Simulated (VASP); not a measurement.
# FeGe: accuracy against cost in the number of MPI ranks and PAW data sets

A convergence test on FeGe: the number of MPI ranks and PAW data sets. The series runs use PBE. The number of MPI ranks tried: 1 ranks; 2 ranks; 4 ranks; 8 ranks. The PAW data sets tried: minimal 64: Fe Ge; recommended 64: Fe Ge_d; recommended 54: Fe Ge_d; materialsproject 64: Fe_pv Ge_d; semicore 64: Fe_sv Ge_d; gw 64: Fe_sv_GW Ge_d_GW; hard 64: Fe Ge_h. The start is a cell from a database of measured crystal structures.

Calculated with VASP 6.6.1; PBE, spin-polarised from a ferromagnetic start; plane waves and PAW (Fe, Ge_d), in the first sound run; inputs show where later runs differ.

The database entry behind the starting cell differs from later determinations by our own check (about 0.2 % short), so it need not match the best structure at ambient conditions.

### 1. The starting structure

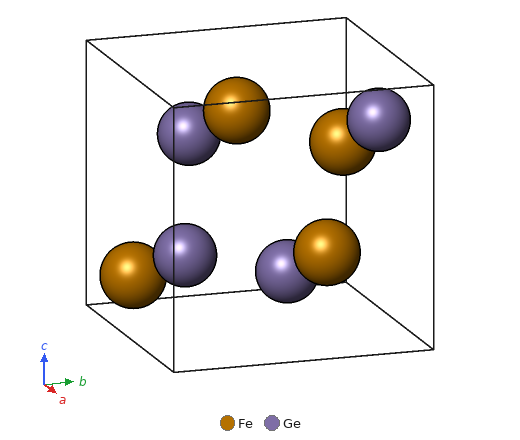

The cell as given, slightly off an axis (iron orange, germanium purple).

As a file:

```xyz
8
Lattice="4.6890 0.0000 0.0000 0.0000 4.6890 0.0000 0.0000 0.0000 4.6890" Properties=species:S:1:pos:R:3 pbc="T T T"
Fe    0.6330    0.6330    0.6330
Fe    1.7115    4.0560    2.9775
Fe    2.9775    1.7115    4.0560
Fe    4.0560    2.9775    1.7115
Ge    3.9481    3.9481    3.9481
Ge    3.0854    0.7409    1.6036
Ge    1.6036    3.0854    0.7409
Ge    0.7409    1.6036    3.0854
```

### 2. Number of MPI ranks: 1 ranks

The same run on more MPI ranks shows how well it scales. PBE, the usual starting point, adds the gradient of the density.

File INCAR:

```
SYSTEM = FeGe
PREC = Accurate
ENCUT = 410
EDIFF = 1E-06
NELM = 100
ISMEAR = -1
SIGMA = 0.05
LREAL = .FALSE.
ALGO = Normal
GGA = PE
NBANDS = 65
ISPIN = 2
MAGMOM = 3 3 3 3 0 0 0 0
LASPH = .TRUE.
LMAXMIX = 4
LORBIT = 11
LWAVE = .FALSE.
LCHARG = .FALSE.
ISIF = 2
```

File POSCAR:

```
FeGe
1.0
    4.6890000000      0.0000000000      0.0000000000
    0.0000000000      4.6890000000      0.0000000000
    0.0000000000      0.0000000000      4.6890000000
Fe Ge
4 4
Direct
    0.1350000000      0.1350000000      0.1350000000
    0.3650000000      0.8650000000      0.6350000000
    0.6350000000      0.3650000000      0.8650000000
    0.8650000000      0.6350000000      0.3650000000
    0.8420000000      0.8420000000      0.8420000000
    0.6580000000      0.1580000000      0.3420000000
    0.3420000000      0.6580000000      0.1580000000
    0.1580000000      0.3420000000      0.6580000000
```

File KPOINTS:

```
Automatic mesh
0
Gamma
6 6 6
0 0 0
```

PAW data sets: Fe and Ge_d (PBE family, release 64).

Started as:

```console
mpirun -np 1 vasp_std
```

Output:

```text
[banner, memory and clock lines left out]
running    1 mpi-ranks, on    1 nodes
 distrk:  each k-point on    1 cores,    1 groups
 distr:  one band on    1 cores,    1 groups

 POSCAR found type information on POSCAR FeGe
 POSCAR found :  2 types and       8 ions
 LDA part: xc-table for (Slater+PW92), standard interpolation
 POSCAR, INCAR and KPOINTS ok, starting setup
 FFT: planning ... GRIDC
 FFT: planning ... GRID_SOFT
 FFT: planning ... GRID
 WAVECAR not read
 entering main loop
       N       E                     dE             d eps       ncg     rms          rms(c)
DAV:   1     0.885698303208E+03    0.88570E+03   -0.29323E+04  7681   0.317E+03
DAV:   2     0.129372670503E+03   -0.75633E+03   -0.69999E+03  6240   0.767E+02
DAV:   3    -0.426751974449E+02   -0.17205E+03   -0.16137E+03  6274   0.216E+02
DAV:   4    -0.561009859891E+02   -0.13426E+02   -0.13209E+02  7123   0.711E+01
DAV:   5    -0.563684752456E+02   -0.26749E+00   -0.26710E+00  7006   0.115E+01    0.256E+01
DAV:   6    -0.614187930285E+02   -0.50503E+01   -0.42388E+01  7692   0.662E+01    0.300E+01
DAV:   7    -0.518566333307E+02    0.95622E+01   -0.24855E+01  7289   0.506E+01    0.573E+00
DAV:   8    -0.519048045629E+02   -0.48171E-01   -0.17476E+00  7063   0.561E+00    0.302E+00
DAV:   9    -0.518374733570E+02    0.67331E-01   -0.10945E-01  7847   0.267E+00    0.117E+00
DAV:  10    -0.518276270136E+02    0.98463E-02   -0.17430E-02  7400   0.916E-01    0.346E-01
DAV:  11    -0.518270445530E+02    0.58246E-03   -0.25882E-03  7345   0.406E-01    0.137E-01
DAV:  12    -0.518270234842E+02    0.21069E-04   -0.29475E-04  7822   0.124E-01    0.606E-02
DAV:  13    -0.518270129283E+02    0.10556E-04   -0.32987E-05  8359   0.387E-02    0.243E-02
DAV:  14    -0.518270184195E+02   -0.54912E-05   -0.14342E-05  6214   0.267E-02    0.144E-02
DAV:  15    -0.518270185648E+02   -0.14537E-06   -0.12293E-06  4265   0.106E-02
   1 F= -.51827019E+02 E0= -.51797133E+02  d E =-.597712E-01  mag=     4.2465
```

It took 87 s on 1 MPI rank of AMD EPYC 9R45, shared host; peak memory 0.27 GiB.

The logs omit lines about the potential files and the build; timing stands in the text.

OUTCAR, selected parts (step 2):

```text
ion  position               nearest neighbor table
   1  0.135  0.135  0.135-   5 2.38   8 2.44   7 2.44   6 2.44   7 2.64   8 2.64   6 2.64   2 2.87
                             4 2.87   2 2.87   4 2.87   3 2.87   3 2.87
   2  0.365  0.865  0.635-   6 2.38   7 2.44   5 2.44   8 2.44   7 2.64   8 2.64   5 2.64   1 2.87
                             3 2.87   1 2.87   3 2.87   4 2.87   4 2.87
   3  0.635  0.365  0.865-   7 2.38   6 2.44   5 2.44   8 2.44   8 2.64   6 2.64   5 2.64   4 2.87
                             2 2.87   2 2.87   4 2.87   1 2.87   1 2.87
   4  0.865  0.635  0.365-   8 2.38   5 2.44   7 2.44   6 2.44   6 2.64   5 2.64   7 2.64   3 2.87
                             1 2.87   1 2.87   3 2.87   2 2.87   2 2.87
   5  0.842  0.842  0.842-   1 2.38   4 2.44   3 2.44   2 2.44   3 2.64   4 2.64   2 2.64   6 2.90
                             7 2.90   8 2.90   6 2.90   8 2.90   7 2.90
   6  0.658  0.158  0.342-   2 2.38   3 2.44   1 2.44   4 2.44   3 2.64   4 2.64   1 2.64   8 2.90
                             5 2.90   5 2.90   7 2.90   7 2.90   8 2.90
   7  0.342  0.658  0.158-   3 2.38   2 2.44   1 2.44   4 2.44   4 2.64   2 2.64   1 2.64   8 2.90
                             5 2.90   8 2.90   6 2.90   6 2.90   5 2.90
   8  0.158  0.342  0.658-   4 2.38   1 2.44   3 2.44   2 2.44   2 2.64   1 2.64   3 2.64   7 2.90
                             5 2.90   7 2.90   5 2.90   6 2.90   6 2.90

  LATTYP: Found a simple cubic cell.
 ALAT       =     4.6890000000

 Subroutine GETGRP returns: Found 12 space group operations
 (whereof  3 operations were pure point group operations)

The static configuration has the point symmetry C_3 .
 The point group associated with its full space group is T   .

 Found     24 irreducible k-points:

   k-points           NKPTS =     24   k-points in BZ     NKDIM =     24   number of bands    NBANDS=     65

   dimension x,y,z NGX =    32 NGY =   32 NGZ =   32
   dimension x,y,z NGXF=    64 NGYF=   64 NGZF=   64

   ENCUT  =  410.0 eV  30.13 Ry    5.49 a.u.   7.74  7.74  7.74*2*pi/ulx,y,z

   NELECT =      88.0000    total number of electrons

 k-points in reciprocal lattice and weights: Automatic mesh
   0.00000000  0.00000000  0.00000000       0.005
   0.16666667  0.00000000  0.00000000       0.028
   0.33333333  0.00000000  0.00000000       0.028
   0.50000000  0.00000000  0.00000000       0.014
   0.16666667  0.16666667  0.00000000       0.056
   0.33333333  0.16666667  0.00000000       0.056
  -0.16666667  0.33333333  0.00000000       0.056
   0.50000000  0.16666667  0.00000000       0.028
  -0.16666667  0.50000000  0.00000000       0.028
[...]
0.50000000  0.50000000  0.33333333       0.028
   0.50000000  0.50000000  0.50000000       0.005

 average (electrostatic) potential at core
       1 -41.1563       2 -41.1563       3 -41.1563       4 -41.1563       5 -71.2686
       6 -71.2686       7 -71.2686       8 -71.2686

 E-fermi :   8.0199

 spin component 1
 k-point     1 :       0.0000    0.0000    0.0000
  band No.  band energies     occupation
    ...
     43       7.1633      1.00000
     44       7.1633      1.00000
     45       7.7043      0.99819
     46       7.7043      0.99819
     47       7.7043      0.99819
     48       9.7734      0.00000
     49       9.7734      0.00000
     50       9.7734      0.00000
     51      10.7466      0.00000
     52      10.7466      0.00000
    ...

 k-point     2 :       0.1667    0.0000    0.0000
  band No.  band energies     occupation
    ...
     42       7.1068      1.00000
     43       7.1660      1.00000
     44       7.3321      1.00000
     45       7.5632      0.99989
     46       7.6451      0.99945
     47       8.2125      0.02079
     48       9.1935      0.00000
     49       9.4683      0.00000
     50       9.8669      0.00000
     51       9.9772      0.00000
    ...

 k-point     3 :       0.3333    0.0000    0.0000
  band No.  band energies     occupation
    ...
     42       7.0176      1.00000
     43       7.2288      1.00000
     44       7.2433      1.00000
     45       7.4975      0.99997
     46       7.5393      0.99993
     47       8.8151      0.00000
     48       8.8840      0.00000
     49       9.0829      0.00000
     50       9.2392      0.00000
     51      10.1922      0.00000
    ...

 k-point     4 :       0.5000    0.0000    0.0000
  band No.  band energies     occupation
    ...
     42       6.9511      1.00000
     43       7.2649      1.00000
     44       7.2649      1.00000
     45       7.4405      0.99999
     46       7.4405      0.99999
     47       8.8378      0.00000
     48       8.8378      0.00000
     49       8.8908      0.00000
     50       8.8908      0.00000
     51      11.6332      0.00000
    ...

 k-point     5 :       0.1667    0.1667    0.0000
  band No.  band energies     occupation
    ...
     42       7.0477      1.00000
     43       7.1378      1.00000
     44       7.2886      1.00000
     45       7.5123      0.99996
     46       7.7767      0.99233
     47       8.2251      0.01623
     48       9.1108      0.00000
     49       9.2036      0.00000
     50       9.9539      0.00000
     51      10.0814      0.00000
    ...

 k-point     6 :       0.3333    0.1667    0.0000
  band No.  band energies     occupation
    ...
     42       6.9219      1.00000
     43       7.1463      1.00000
     44       7.2511      1.00000
     45       7.4372      0.99999
     46       7.5664      0.99988
     47       8.5598      0.00002
     48       8.8552      0.00000
     49       9.3197      0.00000
     50       9.8907      0.00000
     51       9.9688      0.00000
    ...

  Total       -1.9754735     -1.9754735     -1.9754735      0.0000000      0.0000000      0.0000000
  in kB      -30.7001919    -30.7001919    -30.7001919      0.0000000      0.0000000      0.0000000
  external PRESSURE =     -30.7001919 kB  Pullay stress =       0.0000000 kB

  energy-cutoff  :      410.00
  volume of cell :      103.10
      direct lattice vectors                 reciprocal lattice vectors
     4.689000000  0.000000000  0.000000000     0.213265089  0.000000000  0.000000000
     0.000000000  4.689000000  0.000000000     0.000000000  0.213265089  0.000000000
     0.000000000  0.000000000  4.689000000     0.000000000  0.000000000  0.213265089

 POSITION                                       TOTAL-FORCE (eV/Angst)
 -----------------------------------------------------------------------------------
      0.63301      0.63301      0.63301        -0.034034     -0.034034     -0.034034
      1.71149      4.05599      2.97751         0.034034      0.034034     -0.034034
      2.97751      1.71149      4.05599        -0.034034      0.034034      0.034034
      4.05599      2.97751      1.71149         0.034034     -0.034034      0.034034
      3.94814      3.94814      3.94814        -0.026992     -0.026992     -0.026992
      3.08536      0.74086      1.60364         0.026992      0.026992     -0.026992
      1.60364      3.08536      0.74086        -0.026992      0.026992      0.026992
      0.74086      1.60364      3.08536         0.026992     -0.026992      0.026992
 -----------------------------------------------------------------------------------
    total drift:                               -0.000000      0.000000     -0.000000

  FREE ENERGIE OF THE ION-ELECTRON SYSTEM (eV)
  ---------------------------------------------------
  free  energy   TOTEN  =       -51.8270185648 eV

  energy  without entropy=      -51.7672473676  energy(sigma->0) =      -51.79713297

 total charge
# of ion       s       p       d       tot
------------------------------------------
    1        0.374   0.490   6.449   7.313
    2        0.374   0.490   6.449   7.313
    3        0.374   0.490   6.449   7.313
    4        0.374   0.490   6.449   7.313
    5        1.116   1.229  10.113  12.458
    6        1.116   1.229  10.113  12.458
    7        1.116   1.229  10.113  12.458
    8        1.116   1.229  10.113  12.458
--------------------------------------------------
tot          5.960   6.876  66.248  79.085

 magnetization (x)
# of ion       s       p       d       tot
------------------------------------------
    1       -0.000  -0.005   1.187   1.181
    2       -0.000  -0.005   1.187   1.181
    3       -0.000  -0.005   1.187   1.181
    4       -0.000  -0.005   1.187   1.181
    5       -0.012  -0.064  -0.006  -0.081
    6       -0.012  -0.064  -0.006  -0.081
    7       -0.012  -0.064  -0.006  -0.081
    8       -0.012  -0.064  -0.006  -0.081
--------------------------------------------------
tot         -0.048  -0.277   4.723   4.398

[... 6 further parts left out ...]
```

The magnetic state follows from one typed start and may not be the lowest.

This step gave:

| Quantity | Value |
| --- | --- |
| SCF cycles | 15 |
| electrons | 88 |
| bands | 65 |
| irreducible k-points | 24 |
| symmetry operations | 12 |
| free energy (TOTEN) | -51.8270 eV |
| energy at zero smearing | -51.7971 eV |
| Fermi energy | 8.020 eV |
| pressure | -3.070 GPa |
| moment of the cell, from the last line of the log | 4.247 μB |
| metallic | yes |

Spin moment in the PAW sphere by atom:

```tsv
atom	spin moment in the PAW sphere (μB)
Fe1	1.18
Fe2	1.18
Fe3	1.18
Fe4	1.18
Ge5	-0.08
Ge6	-0.08
Ge7	-0.08
Ge8	-0.08
```

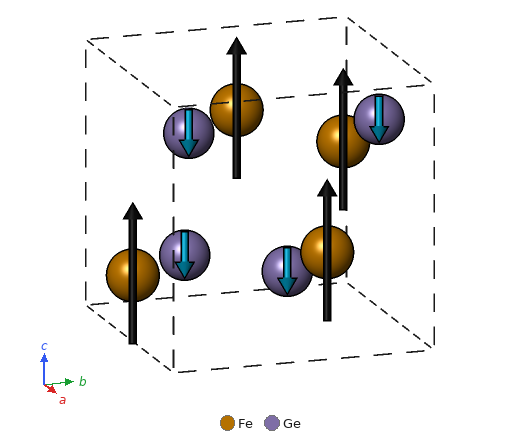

Spin moment in the PAW sphere as arrows, the longest 1.18 μB. Up and down stand for the sign. Arrows give size and sign along the axis of quantisation, drawn up and down the page. Each arrow also spans its atom, so small moments look longer than they are. The two directions have two colours.

The series starts at -6.4746 eV an atom and -3.07 GPa, after 15 cycles in 87 s.

### 3. Number of MPI ranks: 2 ranks

Changes to INCAR since step 2:

```diff
@@ -18,2 +18,3 @@
 LCHARG = .FALSE.
+KPAR = 2
 ISIF = 2
```

POSCAR is that of step 2.

KPOINTS is that of step 2.

Started as:

```console
mpirun -np 2 vasp_std
```

Output:

```text
[banner, memory and clock lines left out]
running    2 mpi-ranks, on    1 nodes
[...]
LDA part: xc-table for (Slater+PW92), standard interpolation
 POSCAR, INCAR and KPOINTS ok, starting setup
[...]
entering main loop
       N       E                     dE             d eps       ncg     rms          rms(c)
[... 5 cycles as in an earlier step ...]
DAV:   6    -0.614187930286E+02   -0.50503E+01   -0.42388E+01  7692   0.662E+01    0.300E+01
DAV:   7    -0.518566333294E+02    0.95622E+01   -0.24855E+01  7289   0.506E+01    0.573E+00
DAV:   8    -0.519048045625E+02   -0.48171E-01   -0.17476E+00  7063   0.561E+00    0.302E+00
DAV:   9    -0.518374733580E+02    0.67331E-01   -0.10945E-01  7847   0.267E+00    0.117E+00
[...]
DAV:  13    -0.518270129274E+02    0.10557E-04   -0.32987E-05  8359   0.387E-02    0.243E-02
DAV:  14    -0.518270184200E+02   -0.54927E-05   -0.14342E-05  6214   0.267E-02    0.144E-02
DAV:  15    -0.518270185643E+02   -0.14430E-06   -0.12293E-06  4265   0.106E-02
   1 F= -.51827019E+02 E0= -.51797133E+02  d E =-.597712E-01  mag=     4.2465
```

The job ended after 47 s (2 MPI ranks; peak memory 0.55 GiB; 92 s of CPU time).

Parts of OUTCAR (step 3):

```text
  Total       -1.9754735     -1.9754735     -1.9754735      0.0000000      0.0000000      0.0000000
  in kB      -30.7001918    -30.7001918    -30.7001918      0.0000000      0.0000000      0.0000000
  external PRESSURE =     -30.7001918 kB  Pullay stress =       0.0000000 kB

  FREE ENERGIE OF THE ION-ELECTRON SYSTEM (eV)
  ---------------------------------------------------
  free  energy   TOTEN  =       -51.8270185643 eV

  energy  without entropy=      -51.7672473671  energy(sigma->0) =      -51.79713297

[... 4 parts as in an earlier step ...]

[... 1 further part left out ...]
[key lines of the parts left out:]
E-fermi :   8.0199
```

Against the first of the series the energy stays within 0.01 meV an atom and the pressure within 0.01 GPa, after 15 cycles in 47 s.

### 4. Number of MPI ranks: 4 ranks

Changes to INCAR since step 3:

```diff
@@ -18,3 +18,3 @@
 LCHARG = .FALSE.
-KPAR = 2
+KPAR = 4
 ISIF = 2
```

POSCAR is that of step 3.

KPOINTS is that of step 3.

Started as:

```console
mpirun -np 4 vasp_std
```

Output:

```text
[banner, memory and clock lines left out]
running    4 mpi-ranks, on    1 nodes
[...]
LDA part: xc-table for (Slater+PW92), standard interpolation
 POSCAR, INCAR and KPOINTS ok, starting setup
[...]
entering main loop
       N       E                     dE             d eps       ncg     rms          rms(c)
[... 5 cycles as in an earlier step ...]
DAV:   6    -0.614187930279E+02   -0.50503E+01   -0.42388E+01  7692   0.662E+01    0.300E+01
DAV:   7    -0.518566333303E+02    0.95622E+01   -0.24855E+01  7289   0.506E+01    0.573E+00
[... 1 cycle as in an earlier step ...]
DAV:   9    -0.518374733578E+02    0.67331E-01   -0.10945E-01  7847   0.267E+00    0.117E+00
DAV:  10    -0.518276270130E+02    0.98463E-02   -0.17430E-02  7400   0.916E-01    0.346E-01
DAV:  11    -0.518270445528E+02    0.58246E-03   -0.25882E-03  7345   0.406E-01    0.137E-01
DAV:  12    -0.518270234850E+02    0.21068E-04   -0.29475E-04  7822   0.124E-01    0.606E-02
DAV:  13    -0.518270129279E+02    0.10557E-04   -0.32987E-05  8359   0.387E-02    0.243E-02
DAV:  14    -0.518270184196E+02   -0.54917E-05   -0.14342E-05  6214   0.267E-02    0.144E-02
DAV:  15    -0.518270185641E+02   -0.14448E-06   -0.12293E-06  4265   0.106E-02
   1 F= -.51827019E+02 E0= -.51797133E+02  d E =-.597712E-01  mag=     4.2465
```

Elapsed: 24 s, on 4 MPI ranks; peak memory 1.1 GiB.

From OUTCAR (step 4):

```text
  Total       -1.9754735     -1.9754735     -1.9754735     -0.0000000     -0.0000000     -0.0000000
  in kB      -30.7001913    -30.7001913    -30.7001913     -0.0000000     -0.0000000     -0.0000000
  external PRESSURE =     -30.7001913 kB  Pullay stress =       0.0000000 kB

  FREE ENERGIE OF THE ION-ELECTRON SYSTEM (eV)
  ---------------------------------------------------
  free  energy   TOTEN  =       -51.8270185641 eV

  energy  without entropy=      -51.7672473668  energy(sigma->0) =      -51.79713297

[... 4 parts as in an earlier step ...]

[... 1 further part left out ...]
[key lines of the parts left out:]
E-fermi :   8.0199
```

Against the first of the series the energy stays within 0.01 meV an atom and the pressure within 0.01 GPa, after 15 cycles in 24 s.

[end of part 1 of 3]

[Lines on the potential files, build, host, timing and source positions are cut from VASP's logs without a mark.]

[Logs are printed without paths, hosts, clocks, repeated set-up lines and the standing remarks that a program may print on its own settings, such as how far it seeks lower states.]

[Hosts, paths, dates, database ids (printed as entryN), source tags and the programs' standing remarks are cut or masked in the printed files.]

[A measured line is paired with the nearest computed mode of its activity, which favours agreement.]
